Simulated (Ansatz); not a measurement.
# AlNH3 (SMILES [NH2][AlH]): RPA@PBE/STO-3G

What is the vertical ionisation energy of AlNH3 at RPA@PBE/STO-3G? 

The results are computed with Ansatz 0.2.0.

52 further runs of the same task are left out: 52 set aside as unsound or not needed.

### Step 1. The molecule

The species is AlNH3 (5 atoms), meant as a doublet with charge 0. As SMILES, `[NH2][AlH]`. The shape is that of a PBE0-D4/def2-TZVP optimisation. This is one conformer, not always the lowest.

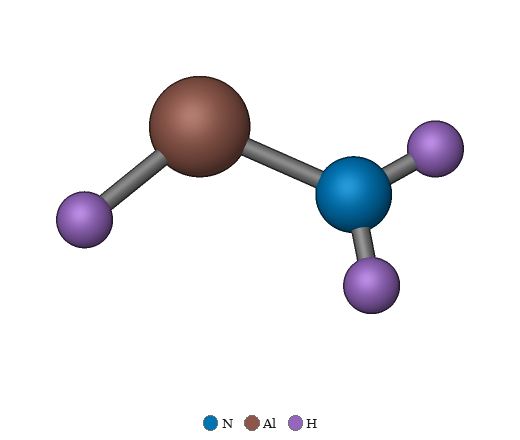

The structure, seen from a chosen angle (nitrogen blue, aluminium brown, hydrogen purple).

### Step 2. The energy at RPA@PBE/STO-3G

in.yaml

```yaml
crystal:
  periodic: [false, false, false]
  atoms:
    - {symbol: "N", position_ang: [-0.116600, -0.660800, 0.175100]}
    - {symbol: Al, position_ang: [0.836600, 0.833900, 0.120800]}
    - {symbol: H, position_ang: [0.148500, -1.505300, 0.655500]}
    - {symbol: H, position_ang: [-1.010300, -0.782800, -0.277400]}
    - {symbol: H, position_ang: [0.191800, 2.041400, -0.715400]}
basis:
  gaussian: {orbitals: STO-3G}
magnetization: {spin_polarized: true, initial_magnetization: 1}
hamiltonian: {xc: {name: PBE}}
correlation: {method: rpa, frozen_orbitals: {Al: 5, H: 0, "N": 1}}
accuracy: high
```

Run with:

```sh
$ ansatz run in.yaml --threads 1 --pin off --max-ram 2610MiB --events-out events.jsonl --progress --plain --runs-dir runs
```

Output:

```text
Warning: RAYON_NUM_THREADS=1 ignored (pool sized by the plan → 1); use --threads N
Functional definition: PBE
  name "PBE"
  parameter kappa = 0.804
  parameter beta = 0.06672455060314922
  exchange = pbe_x(kappa = kappa, mu = beta*pi^2/3)
  correlation = pbe_c(beta = beta)
288 factors; integrals over basis functions are off by at most 1.1e-8 eV
mean field evaluation 1: about -8025.5837 eV, gradient 2.0e1 eV
mean field evaluation 2: about -8025.5565 eV, gradient 2.0e1 eV
mean field evaluation 4: about -8027.7968 eV, gradient 6.7e0 eV
mean field evaluation 8: about -8028.2368 eV, gradient 4.5e-2 eV
mean field evaluation 16: about -8028.2368 eV, gradient 1.9e-6 eV
mean field -8028.23678703 eV, -295.0322601892 hartree, gradient 2.2e-8 eV, S^2 0.752468; 0 other end points of the search recorded, 0 dependent functions left out
6 core orbitals not correlated: weight in the atoms' cores, before any rotation towards them, 0.999 or more for the frozen orbitals, at most 0.000 for the correlated occupied ones
reference -8011.72559411 eV, -294.4254850409 hartree; 6, 5 occupied and 5, 6 virtual orbitals, 288 factors
Total energy: -8016.07491997 eV, -294.5853198183 hartree
```

It took 2 s on 1 thread of Intel Xeon Platinum 8259CL at 2.50GHz (Skylake/Cascade Lake), shared host; peak memory 0.15 GiB.

### Step 3. The singlet cation at the same level

input.yaml

```yaml
crystal:
  periodic: [false, false, false]
  atoms:
    - {symbol: "N", position_ang: [-0.116600, -0.660800, 0.175100]}
    - {symbol: Al, position_ang: [0.836600, 0.833900, 0.120800]}
    - {symbol: H, position_ang: [0.148500, -1.505300, 0.655500]}
    - {symbol: H, position_ang: [-1.010300, -0.782800, -0.277400]}
    - {symbol: H, position_ang: [0.191800, 2.041400, -0.715400]}
basis:
  gaussian:
    orbitals: STO-3G
total_charge: 1
hamiltonian:
  xc: pbe
correlation:
  method: rpa
  frozen_orbitals: {Al: 5, H: 0, "N": 1}
accuracy: high
```

Run with:

```sh
$ ansatz run input.yaml --threads 1 --pin off --max-ram 2610MiB --events-out events.jsonl --progress --plain --runs-dir runs
```

Output, cut to the lines that bear on the results:

```text
Warning: RAYON_NUM_THREADS=1 ignored (pool sized by the plan → 1); use --threads N
[... 2 set-up lines as earlier in the session ...]
[...]
287 factors; integrals over basis functions are off by at most 1.1e-8 eV
[...]
mean field -8023.97220811 eV, -294.8755398042 hartree, gradient 4.6e-8 eV, S^2 0.000000; 1 other end points of the search recorded, 0 dependent functions left out
6 core orbitals not correlated: weight in the atoms' cores, before any rotation towards them, 0.999 or more for the frozen orbitals, at most 0.000 for the correlated occupied ones
reference -8007.61164725 eV, -294.2743002824 hartree; 5, 5 occupied and 6, 6 virtual orbitals, 287 factors
Total energy: -8012.68454665 eV, -294.4607258967 hartree
```

Run time: 1.9 s. Hardware: 1 thread of Intel Xeon Platinum 8259CL at 2.50GHz (Skylake/Cascade Lake), shared host; peak memory 0.11 GiB.

### Step 4. Outcome

Level: RPA@PBE/STO-3G, 6 core orbitals frozen.

| quantity | value |
| --- | --- |
| doublet AlNH3: total energy | -294.58532 Eh |
| doublet AlNH3: RPA correlation energy (valence) | -159.8 mEh |
| doublet AlNH3: ⟨S²⟩ of the reference determinant | 0.752 |
| singlet cation: total energy | -294.46073 Eh |
| singlet cation: RPA correlation energy (valence) | -186.4 mEh |
| vertical ionisation energy (to the singlet cation) | 3.390 eV |

**Reading.** The vertical ionisation energy comes to 3.39 eV (327 kJ/mol). Only the singlet of the ionised species was computed; a triplet could lie lower. In a minimal basis such a difference can be off by several eV, whatever the method.
